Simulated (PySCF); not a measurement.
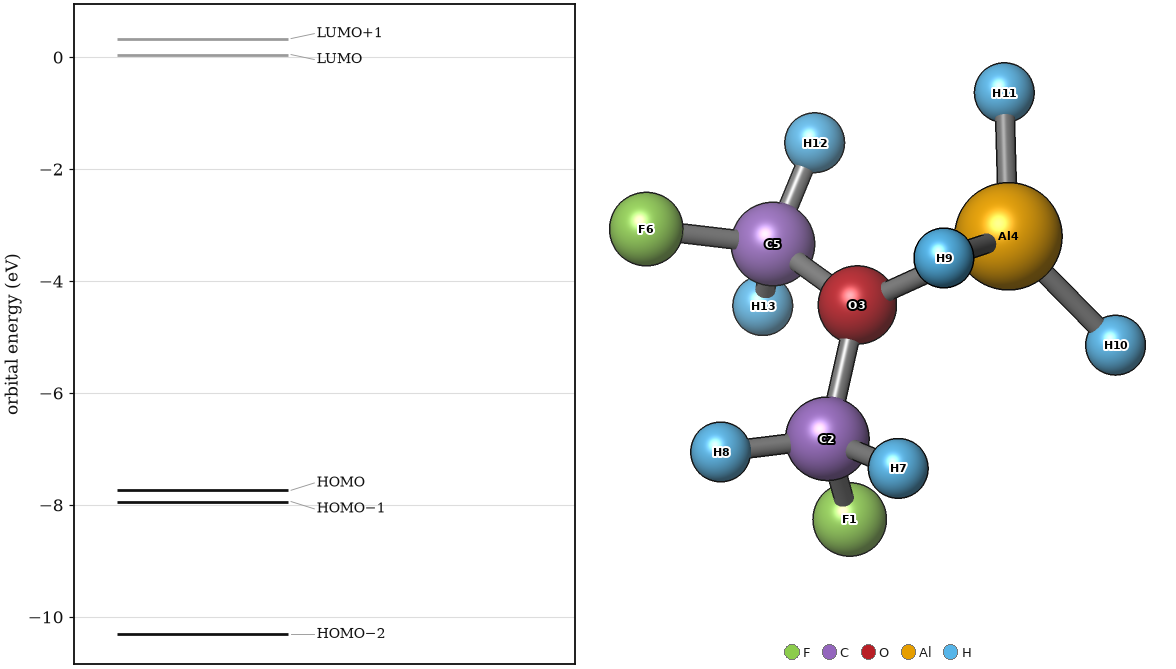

C₂H₇AlF₂O, SMILES FC[O+]([AlH3-])CF, singlet. Kohn-Sham orbital energies near the frontier, PBE0/def2-SVPD with PySCF 2.14.0, at a GFN2-xTB geometry (no frequency check), isolated molecule; empty levels in grey, levels within 0.03 eV side by side.

### Where do the frontier orbitals lie?

HOMO at −7.74 eV, LUMO at 0.05 eV, 7.78 eV apart.

### List the levels with the atoms that carry most of them (a dash for levels above zero or within 0.03 eV of another, where shares mean little).

```csv
orbital,energy (eV),Löwdin shares
LUMO+1,0.33,–
LUMO,0.05,–
HOMO,−7.74,"Al4 36 %, H9/H10 28 % each"
HOMO−1,−7.94,"H11 36 %, Al4 35 %, H10/H9 10 % each"
HOMO−2,−10.31,"Al4 33 %, H10/H11 15 % each"
```

Note: the tight-binding geometry is rougher than a DFT one and adds to the error; one conformer of a flexible molecule; empty levels above zero depend strongly on the basis.
